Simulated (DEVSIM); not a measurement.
System: Co/SiON/n-Ge capacitor, at 300 K.

| layer (left to right) | material | thickness (nm) | Nd (cm⁻³) |
|---|---|---|---|
| 1 | SiON | 7.10 | - |
| 2 | Ge | 900 | 4.4e17 |

Metal gate on the left, work function 5 eV. Fixed charge at the semiconductor interface 0 cm⁻² (in units of +e); interface traps 1e10 cm⁻² eV⁻¹, uniform in energy, neutral level at 0.7 of the gap above the valence band.

The device is made up for the run: typed textbook-type constants, with dimensions and the other settings drawn at random. Values at 300 K.

```csv
parameter,SiON,Ge
gap (eV),7,0.664
affinity (eV),1.4,4
permittivity,5.5,16
Nc (cm⁻³),-,1.04e19
Nv (cm⁻³),-,6e18
```

DEVSIM, 1D Poisson equation in equilibrium, Boltzmann statistics, complete ionisation; no quantum confinement or tunnelling. Metal contacts follow the ideal Schottky-Mott rule: no Fermi-level pinning, no interface dipoles.

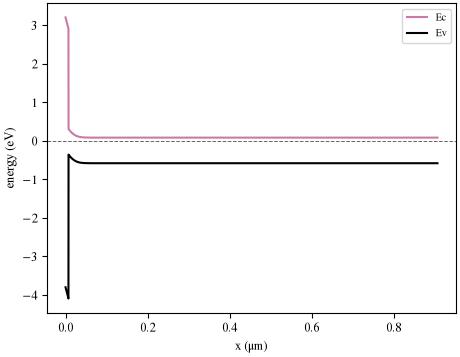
Figure: Band edges at 0.4 V on the gate

Energies count from the Fermi level of the right contact; mesh points crowd at the junctions.

| x (μm) | Ec (eV) | Ev (eV) | n (cm⁻³) | p (cm⁻³) | field (V/cm) |
|---|---|---|---|---|---|
| 0.000 | 3.200 | -3.800 | < 1e2 | < 1e2 | -410000 |
| 0.0009997 | 3.159 | -3.841 | < 1e2 | < 1e2 | -410000 |
| 0.002473 | 3.098 | -3.902 | < 1e2 | < 1e2 | -410000 |
| 0.004525 | 3.014 | -3.986 | < 1e2 | < 1e2 | -410000 |
| 0.006500 | 2.933 | -4.067 | < 1e2 | < 1e2 | -410000 |
| 0.007314 | 0.305 | -0.359 | 7.8e13 | 5.6e12 | -140000 |
| 0.008645 | 0.287 | -0.377 | 1.6e14 | 2.8e12 | -130000 |
| 0.01246 | 0.239 | -0.425 | 9.9e14 | 4.4e11 | -110000 |
| 0.01877 | 0.177 | -0.487 | 1.1e16 | 4.0e10 | -84000 |
| 0.03117 | 0.108 | -0.556 | 1.6e17 | 2.7e9 | -31000 |
| 0.05555 | 0.083 | -0.581 | 4.2e17 | 1.0e9 | -1500 |
| 0.1255 | 0.082 | -0.582 | 4.4e17 | 9.9e8 | ≈ 0 |
| 0.2410 | 0.082 | -0.582 | 4.4e17 | 9.9e8 | ≈ 0 |
| 0.4527 | 0.082 | -0.582 | 4.4e17 | 9.9e8 | ≈ 0 |
| 0.7210 | 0.082 | -0.582 | 4.4e17 | 9.9e8 | ≈ 0 |
| 0.8097 | 0.082 | -0.582 | 4.4e17 | 9.9e8 | ≈ 0 |
| 0.8582 | 0.082 | -0.582 | 4.4e17 | 9.9e8 | ≈ 0 |
| 0.8828 | 0.082 | -0.582 | 4.4e17 | 9.9e8 | ≈ 0 |
| 0.8977 | 0.082 | -0.582 | 4.4e17 | 9.9e8 | ≈ 0 |
| 0.9029 | 0.082 | -0.582 | 4.4e17 | 9.9e8 | ≈ 0 |
| 0.9055 | 0.082 | -0.582 | 4.4e17 | 9.9e8 | ≈ 0 |
| 0.9071 | 0.082 | -0.582 | 4.4e17 | 9.9e8 | ≈ 0 |
